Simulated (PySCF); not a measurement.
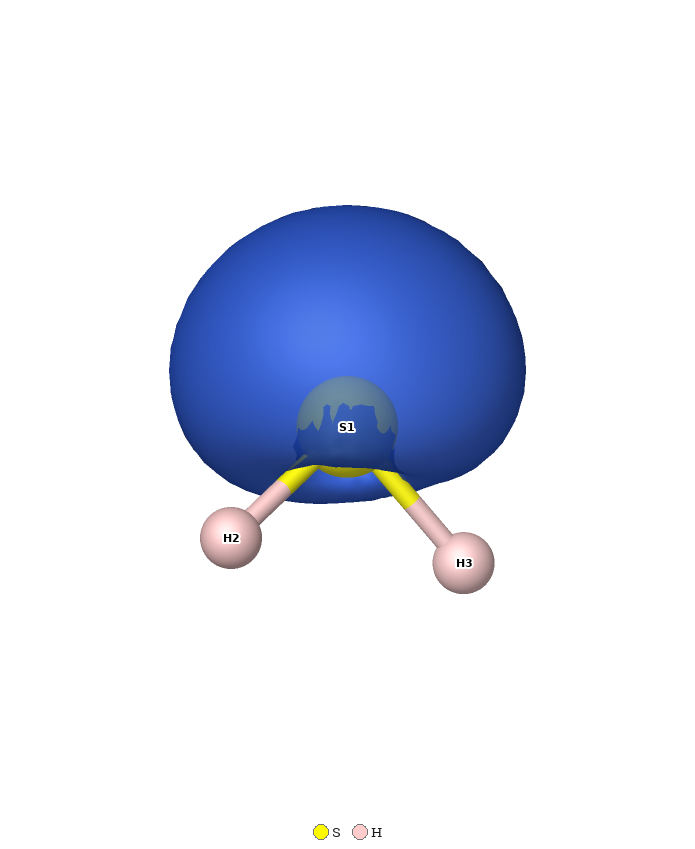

Figure 1: H₂S, SMILES `S`. Intrinsic bond orbitals (IBO), occupied; each surface holds about 85 % of the orbital's density. Energies are diagonal elements of the Fock matrix.

Level of theory: B3LYP/def2-SVP (PySCF), at a geometry from GFN2-xTB. No frequency check shows the geometry to be a minimum. GFN2-xTB bond lengths at metals and heavier atoms can be off by up to 0.1 Å and shapes distorted, which carries into these values.

Q: What does this orbital represent?

A: Lone pair on S1 (sp0.5-type) (S1 100 %; −13.1 eV).
